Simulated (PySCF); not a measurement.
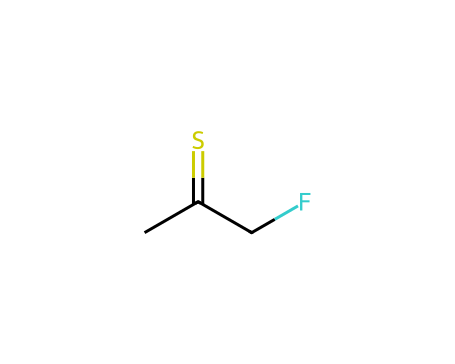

(Drawn from a calculation with PySCF.)

2D structure.

Question: Write the SMILES.

Answer: CC(=S)CF

Question: What is the molecular formula?

Answer: C3H5FS.
